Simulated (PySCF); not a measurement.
```xyz
16

N    -1.4562    1.2455    0.6713
Si   -1.6033   -0.0916   -0.4048
O    -3.1493   -0.5602   -0.4942
O    -0.6921   -1.2826    0.2287
Si    0.7445   -1.6782    0.8344
O     1.8067   -0.4649    0.6569
Si    2.3527    0.9011   -0.0065
H    -0.5340    1.4805    0.9994
H    -1.9775    2.0841    0.4749
H    -1.2549    0.0731   -1.8067
H    -3.6105   -0.8639    0.2838
H     0.6049   -1.8592    2.2721
H     1.2313   -2.8026    0.0500
H     3.8064    0.7730    0.0460
H     1.8477    1.0407   -1.3726
H     1.8760    2.0141    0.8234
```

Geometry: GFN2-xTB.

The calculation used PySCF 2.14.0, CAM-B3LYP/def2-SVPD, SCF density, gas phase.

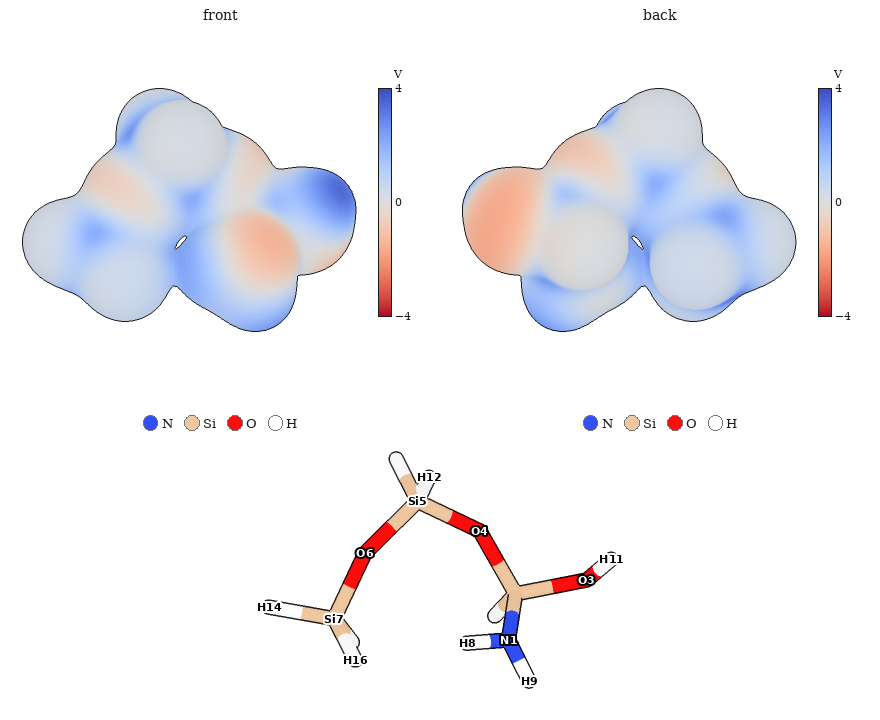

H₉NO₃Si₃. The molecular electrostatic potential painted on the density surface at 0.004 e/bohr³, seen from the front and from behind; red is negative and blue positive. The bare structure is drawn below in the same view.

Q: Describe the electrostatic potential map.

A: The most negative region (about −1.6 V) lies over O3, the most positive (about +3.1 V) over H11. O3 is the likeliest acceptor of a hydrogen bond.
